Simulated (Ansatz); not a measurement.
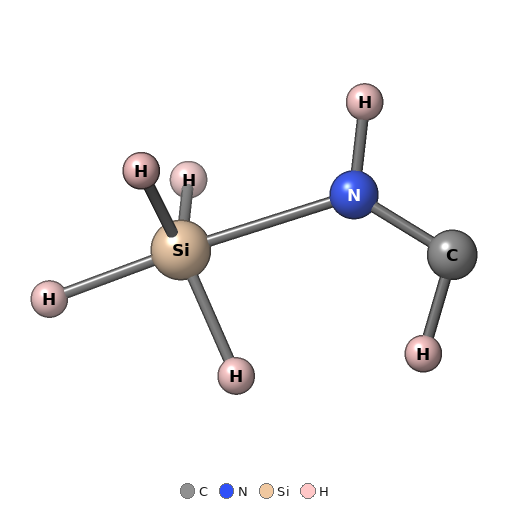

Depth is shown by fading: the farther an atom, the more it takes the colour of the background. Charge −1, singlet. The computed structure is the end point of a PBE-D4/def2-SVPD optimisation. No frequency run is at hand to confirm it as a minimum.

**Which symmetry elements does this geometry have?**

It has 1 mirror plane, so the point group is Cs. The group has 2 operations. The geometry is achiral, and symmetry allows a dipole moment.
